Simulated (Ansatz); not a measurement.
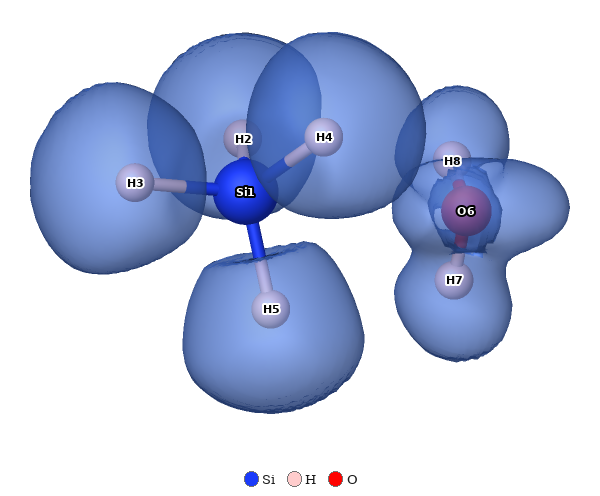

Figure. SiH4···H2O. Isosurface of the ELF at 0.75 (blue), seen at a tilt. Core shells and regions of very low density are left out.

All numbers below come from RKS PBE0/def2-SVP (Ansatz 0.2.0).

```xyz
8

Si    0.3864    0.0344   -0.1398
H     0.4016   -0.1256    1.3454
H     1.8098    0.0052   -0.6053
H    -0.2168    1.3359   -0.5345
H    -0.3222   -1.1147   -0.7755
O    -2.4691    0.0309    0.8822
H    -2.6144   -0.9160    0.7777
H    -2.2374    0.1203    1.8136
```

Q: Where are the electrons localised?

A: The surface consists of four regions around hydrogen nuclei and one joined region spread over several atoms (H, O), in which their bonds and any lone pairs are merged.

Values along the shortest contacts:
Si1···O6 (3.03 Å): the ELF dips to about 0.05 between them. O–H (0.96 Å): the ELF climbs to about 1 towards the hydrogen, as it does in any bond to H; a covalent bond by its length.
